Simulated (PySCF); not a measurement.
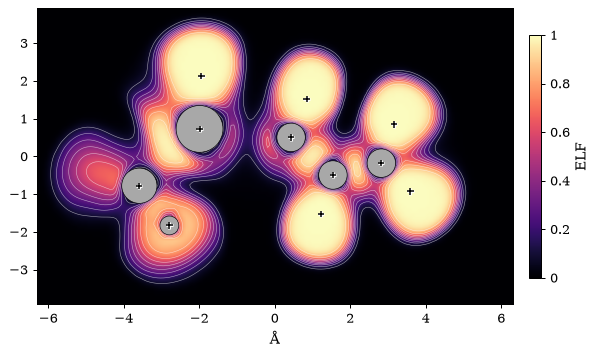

The ELF on a plane through atoms (crosses mark nuclei in the plane; grey discs cover the cores).

Level of theory: PBE0/pcSseg-1, SCF density, gas phase, non-relativistic in PySCF.

Candidates:
A. C$_{5}$H$_{7}$N$_{3}$O (SMILES CCn1nncc1C=O)
B. C$_{2}$H$_{11}$PSi$_{2}$
C. C$_{5}$H$_{9}$BF$_{3}$P

> Which candidate gave the map?

Candidate C: C$_{5}$H$_{9}$BF$_{3}$P on the plane of atoms C3, C2 and H13, which holds C, P, B, F and H. C–C (1.32 Å): the ELF peaks at about 0.95 between the atoms; a short, multiple covalent bond. B–F (1.35 Å): the ELF peaks at about 0.85 between the atoms; a polar covalent bond.
